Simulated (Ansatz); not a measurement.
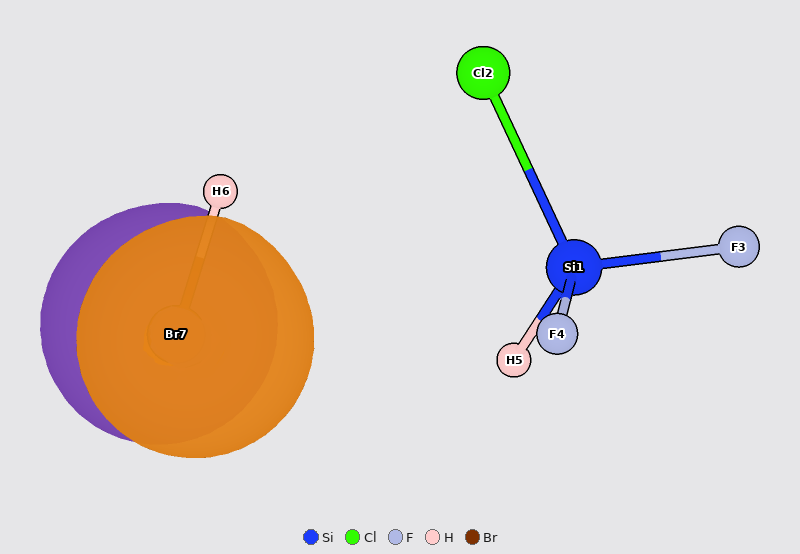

The picture shows: ClF2HSi···HBr. The HOMO at ±0.15 Å⁻³ᐟ² (orange and purple are the two phases), seen across its widest extent.

Computed with UKS PBE0-D4/def2-SVP in Ansatz.

```xyz
7

Si   -0.3906   -0.5792   -0.7643
Cl    0.9949   -1.3785    0.5079
F    -0.7276   -1.6885   -1.8724
F    -1.7367   -0.3042    0.0584
H     0.0926    0.6460   -1.4126
H     1.1681    1.0134    1.8784
Br    0.5991    2.2911    1.6045
```

Question: What is the character of this orbital?

Answer: It lies mainly on Br7 (about 95 %); largely a lone pair of Br7. Its energy is −8.70 eV.
